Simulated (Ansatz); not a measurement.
## Nudged elastic band of MoHCl$_{2}$F$_{5}$ (part 2 of 2)

The same run, continued: MoHCl$_{2}$F$_{5}$; RKS B3LYP-D4/def2-SVP (Ansatz 0.2.0). It belongs to a series of runs on one base structure; here: band between the two ends.

Geometry of the input (Å):
```
Mo 0.1084  -0.1774  -0.2355
F  -0.0507  0.1085  1.5840
F  1.9355  -0.1348  -0.0179
F  0.1432  1.6338  -0.5020
Cl -2.1426  -0.2316  -0.4799
F  0.1627  -1.9846  0.0696
F  0.3728  -0.4579  -2.0251
Cl -2.4308  2.1991  2.1811
H  -1.4252  1.4935  2.5795
```

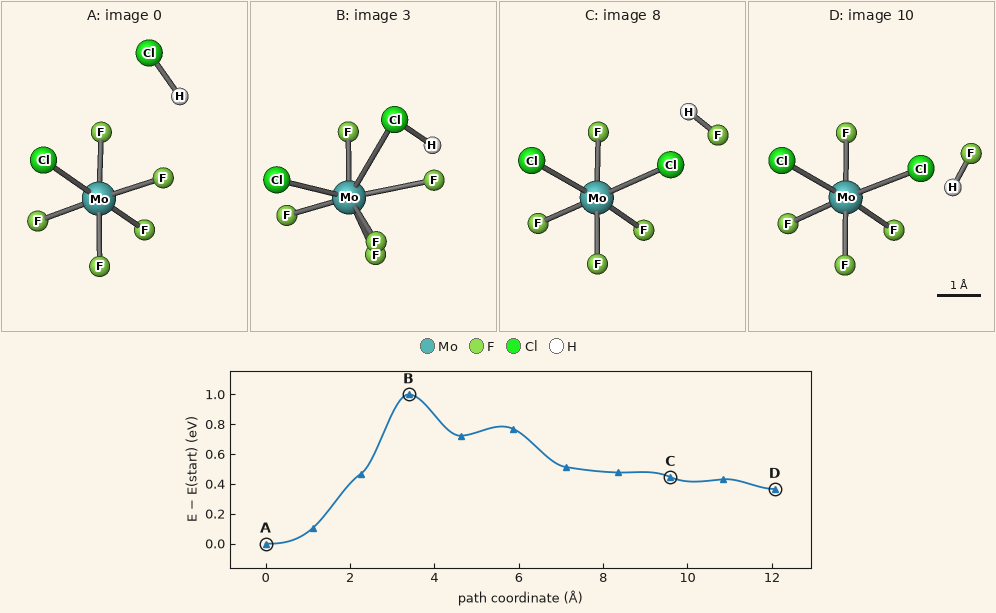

*Images of the last band (counted from 0; ball-and-stick, seen at a tilt) above the energy along the path; the line is a cubic interpolation that uses the forces.*

The highest image is number 3, 1.000 eV above the start and 0.634 eV above the end (the climbing image); the end lies 0.366 eV above the start. A further maximum stands at image 5, 0.769 eV from the start, so the path isn't one elementary step. The path is 12.07 Å long. The band converged in 30 iterations.

```
Total energy: -40489.52793249 eV, -1487.9627067311 hartree
Atom 0 at    -0.175315     0.080863    -0.076624 Å, force     0.008874     0.003381     0.000064 eV/Å
Atom 1 at     0.506111     0.732209     1.769425 Å, force     0.001799     0.004660    -0.002009 eV/Å
Atom 2 at     1.533831    -0.574002     0.036599 Å, force    -0.001977     0.001293     0.000378 eV/Å
Atom 3 at    -0.121346     1.890666    -0.299549 Å, force    -0.001734     0.000027    -0.001420 eV/Å
Atom 4 at    -2.169468    -0.392016    -1.132256 Å, force    -0.004564     0.002589     0.000561 eV/Å
Atom 5 at    -0.577577    -1.408415     0.914943 Å, force    -0.001383    -0.002114    -0.000753 eV/Å
Atom 6 at     0.347550     0.027787    -1.844267 Å, force     0.000646    -0.003838     0.002181 eV/Å
Atom 7 at    -2.040054     1.043240     1.671353 Å, force    -0.000071    -0.000077    -0.002207 eV/Å
Atom 8 at    -0.630433     1.048269     2.114376 Å, force    -0.001590    -0.005922     0.003205 eV/Å
Dipole moment:    -0.208695     0.060738     0.068172 e Å
this run last wrote the band of iteration 30 to [file]
```

## The last band as extended XYZ (Å, eV, eV/Å)
```
9
Properties=species:S:1:pos:R:3:forces:R:3 image=0 energy=-40490.52765
Mo    0.1084   -0.1774   -0.2355   -0.0009  -0.0087   0.0131
F    -0.0507    0.1085    1.5840    0.0029  -0.0060  -0.0240
F     1.9355   -0.1348   -0.0179   -0.0088  -0.0032   0.0011
F     0.1432    1.6338   -0.5020    0.0006  -0.0076  -0.0006
Cl   -2.1426   -0.2316   -0.4799    0.0065  -0.0011  -0.0013
F     0.1627   -1.9846    0.0696    0.0011   0.0261  -0.0028
F     0.3728   -0.4579   -2.0251   -0.0037   0.0020   0.0146
Cl   -2.4308    2.1991    2.1811    0.0078  -0.0077   0.0009
H    -1.4252    1.4935    2.5795   -0.0056   0.0060  -0.0011
9
Properties=species:S:1:pos:R:3:forces:R:3 image=1 energy=-40490.42008
Mo    0.1187   -0.0792   -0.2526    0.0257  -0.0150  -0.0392
F     0.1538    0.5581    1.4847   -0.1086  -0.0403   0.0031
F     1.9172   -0.4175   -0.0659    0.0630   0.1145  -0.0048
F     0.2436    1.6964   -0.6866    0.1264  -0.0239  -0.0518
Cl   -2.1089   -0.0362   -0.6595   -0.0118   0.0859   0.1066
F    -0.1752   -1.7451    0.4555    0.0749  -0.0774  -0.1151
F     0.4308   -0.5114   -2.0050   -0.0281  -0.1242  -0.0156
Cl   -2.5904    1.5581    2.3572   -0.0817   0.0640   0.0886
H    -1.3163    1.4254    2.5262   -0.0597   0.0164   0.0282
9
Properties=species:S:1:pos:R:3:forces:R:3 image=2 energy=-40490.05965
Mo    0.0541   -0.0179   -0.1891    0.0560  -0.0256  -0.0307
F     0.4963    0.6690    1.4838   -0.0041  -0.0090  -0.0612
F     1.7340   -0.7524   -0.0834    0.0453  -0.0438  -0.0287
F    -0.1389    1.7783   -0.4877   -0.0082  -0.0212  -0.0363
Cl   -2.0705   -0.2946   -1.0008    0.0107   0.0355   0.0314
F    -0.4433   -1.4901    0.7923    0.0307  -0.0237  -0.0424
F     0.5282   -0.1093   -1.9614    0.0431  -0.0175  -0.0226
Cl   -2.3737    1.3337    2.1569   -0.0791   0.0549   0.1125
H    -1.1129    1.3319    2.4434   -0.0944   0.0503   0.0780
9
Properties=species:S:1:pos:R:3:forces:R:3 image=3 energy=-40489.52760
Mo   -0.1753    0.0809   -0.0766    0.0089   0.0034   0.0001
F     0.5061    0.7322    1.7694    0.0018   0.0047  -0.0020
F     1.5338   -0.5740    0.0366   -0.0020   0.0013   0.0004
F    -0.1213    1.8907   -0.2995   -0.0017   0.0000  -0.0014
Cl   -2.1695   -0.3920   -1.1323   -0.0046   0.0026   0.0006
F    -0.5776   -1.4084    0.9149   -0.0014  -0.0021  -0.0008
F     0.3476    0.0278   -1.8443    0.0006  -0.0038   0.0022
Cl   -2.0401    1.0432    1.6714   -0.0001  -0.0001  -0.0022
H    -0.6304    1.0483    2.1144   -0.0016  -0.0059   0.0032
9
Properties=species:S:1:pos:R:3:forces:R:3 image=4 energy=-40489.80475
Mo   -0.3886    0.1060   -0.1759    0.0043   0.0033   0.0068
F     0.5387    0.6182    2.1693    0.0036  -0.0021  -0.0109
F     1.3444   -0.4842   -0.0719    0.0026  -0.0030   0.0018
F     0.2338    1.8349   -0.0968   -0.0064   0.0021  -0.0053
Cl   -2.1961   -0.8340   -1.2767   -0.0001   0.0103   0.0056
F    -0.6329   -1.3476    0.9207   -0.0004  -0.0033   0.0006
F     0.0601    0.3324   -1.9514    0.0058  -0.0028   0.0018
Cl   -2.0971    1.1343    1.1104    0.0060  -0.0043   0.0086
H    -0.1889    1.0886    2.5263   -0.0154  -0.0004  -0.0090
9
Properties=species:S:1:pos:R:3:forces:R:3 image=5 energy=-40489.75851
Mo   -0.4739    0.0708   -0.3091   -0.0092  -0.0011  -0.0102
F     0.7958    0.7887    2.6028    0.0286   0.0194   0.0431
F     1.2824   -0.1765    0.1346   -0.0075   0.0306   0.0299
F    -0.1213    1.8630   -0.4595   -0.0280  -0.0005  -0.0384
Cl   -2.3817   -0.4342   -1.4884   -0.0231   0.0386  -0.0257
F    -0.6399   -1.5393    0.5502   -0.0024  -0.0162  -0.0422
F     0.2031   -0.0805   -2.0209    0.0161  -0.0527  -0.0020
Cl   -1.9322    0.8728    1.3324    0.0169  -0.0233   0.0166
H    -0.0591    1.0836    2.8118    0.0085   0.0051   0.0290
9
Properties=species:S:1:pos:R:3:forces:R:3 image=6 energy=-40490.01397
Mo   -0.5538   -0.0282   -0.4011   -0.0037  -0.0037  -0.0023
F     0.9633    1.3490    2.9284    0.0125   0.0245   0.0221
F     1.0408    0.0357    0.4990   -0.0148   0.0150   0.0214
F    -0.3416    1.7393   -0.8384   -0.0136  -0.0050  -0.0228
Cl   -2.4553   -0.2146   -1.6409   -0.0079   0.0194  -0.0100
F    -0.6839   -1.7816    0.1227   -0.0064  -0.0164  -0.0365
F     0.4089   -0.5042   -1.8946    0.0097  -0.0210   0.0072
Cl   -1.7479    0.6119    1.4690    0.0153  -0.0135   0.0121
H     0.0429    1.2413    2.9099    0.0089   0.0006   0.0089
9
Properties=species:S:1:pos:R:3:forces:R:3 image=7 energy=-40490.05089
Mo   -0.5318   -0.1283   -0.3149    0.0016  -0.0016  -0.0023
F     0.7290    1.9683    2.4341   -0.0015   0.0076  -0.0074
F     0.9748   -0.3188    0.7215   -0.0044  -0.0025   0.0071
F    -0.2474    1.6724   -0.4489    0.0051  -0.0010   0.0044
Cl   -2.3721    0.0259   -1.6487    0.0004   0.0024  -0.0043
F    -0.7637   -1.9483   -0.2189   -0.0001  -0.0007  -0.0039
F     0.5488   -0.3730   -1.7839   -0.0032   0.0023  -0.0003
Cl   -1.7744    0.1599    1.6032   -0.0005  -0.0065   0.0071
H     0.1101    1.3906    2.8105    0.0026   0.0000  -0.0004
9
Properties=species:S:1:pos:R:3:forces:R:3 image=8 energy=-40490.08106
Mo   -0.5245   -0.2244   -0.2160   -0.0025  -0.0113   0.0161
F     0.6108    1.7404    2.6483   -0.0098  -0.0550   0.0439
F     0.9988   -0.4494    0.7830    0.0019  -0.0286   0.0044
F    -0.2532    1.6070   -0.1442    0.0027  -0.0046   0.0601
Cl   -2.3015    0.0287   -1.6257    0.0074   0.0188   0.0035
F    -0.7198   -2.0459   -0.2390   -0.0006  -0.0109  -0.0168
F     0.5693   -0.3066   -1.6983   -0.0043   0.0229   0.0076
Cl   -1.8228   -0.0744    1.6482   -0.0061  -0.0436   0.0095
H     0.1163    2.1733    1.9977    0.0114   0.1123  -0.1280
9
Properties=species:S:1:pos:R:3:forces:R:3 image=9 energy=-40490.09665
Mo   -0.6617   -0.2423   -0.1402    0.0111  -0.0087  -0.0007
F     0.5493    2.0296    2.4969    0.0053  -0.0124   0.0057
F     0.6818   -0.4338    1.1102    0.0088  -0.0052  -0.0146
F    -0.4503    1.5853   -0.0221    0.0169   0.0047  -0.0067
Cl   -2.2060   -0.0039   -1.7979   -0.0004   0.0046   0.0033
F    -0.7274   -2.0693   -0.2934   -0.0066   0.0026   0.0085
F     0.6839   -0.2328   -1.4081   -0.0048  -0.0116  -0.0108
Cl   -2.2254   -0.2499    1.5029    0.0155   0.0162   0.0049
H     1.0292    2.0656    1.7056   -0.0458   0.0098   0.0104
9
Properties=species:S:1:pos:R:3:forces:R:3 image=10 energy=-40490.16151
Mo   -0.6264   -0.1286   -0.2312    0.0029  -0.0018   0.0429
F     0.3834    2.0371    2.5224    0.0066  -0.0041   0.0013
F     0.7939   -0.0820    0.9922   -0.0392   0.0032  -0.0286
F    -0.4249    1.6751   -0.4649    0.0037   0.0237  -0.0019
Cl   -2.2362   -0.2276   -1.8294    0.0074   0.0008   0.0039
F    -0.6851   -1.9463    0.0116    0.0050  -0.0275  -0.0014
F     0.6701   -0.3943   -1.5153    0.0156  -0.0062  -0.0212
Cl   -2.1027    0.1830    1.4599    0.0044   0.0063   0.0013
H     0.9013    1.3321    2.2087   -0.0065   0.0056   0.0036
```

## Summary

| quantity | value |
| --- | --- |
| outcome | converged |
| barrier, forward | 1.000 eV |
| barrier, backward | 0.634 eV |
| hardware | 4 threads of Arm Neoverse V1, 24 GiB of memory available, shared host |
| wall time | 19 min (CPU time 72 min) |
| peak memory | 0.54 GiB |

## Remarks

The run takes a singlet; with an open-shell metal another spin state may lie lower. The order of the saddle point was not checked.
